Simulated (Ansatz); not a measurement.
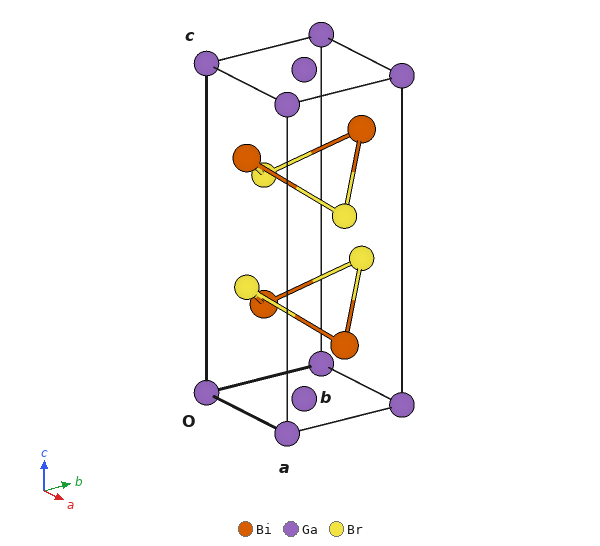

Crystal: GaBiBr, the end point of a relaxation with DFT, PAW plane waves, lda in Ansatz 0.2.0; the starting structure was generated, so it need not be a known form of this composition. One unit cell is drawn above. Geometry calculated from the standardised cell; symmetry tolerance 0.002 Å.

```xyz
6
Lattice="3.8984 0.0000 0.0000 0.0000 3.8984 0.0000 0.0000 0.0000 9.7972" Properties=species:S:1:pos:R:3 pbc="T T T"
Bi    0.0000    1.9492    2.2027
Bi    1.9492    0.0000    7.5945
Ga    0.0000    0.0000    0.0000
Ga    1.9492    1.9492    0.0000
Br    0.0000    1.9492    6.0471
Br    1.9492    0.0000    3.7501
```

What is its point group?

Answer. 4/mmm (D4h), order 16, tetragonal system: one fourfold axis, four twofold axes, five mirror planes, an inversion centre.

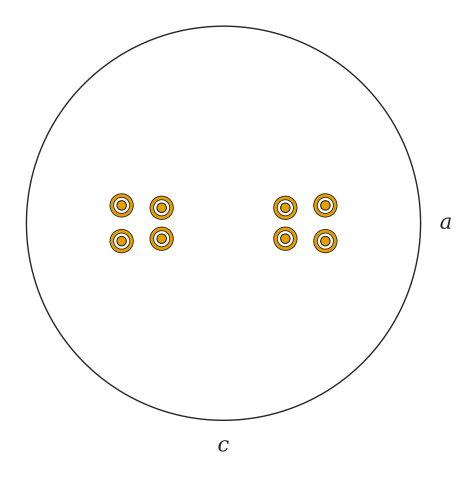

Stereographic projection: filled dots lie in the upper hemisphere, open rings in the lower. The poles are one general form. The b axis points at the viewer.

What does this class allow?

Answer. Class 4/mmm is centrosymmetric, so neither piezoelectric nor pyroelectric; it is not chiral. Its Laue class is 4/mmm.
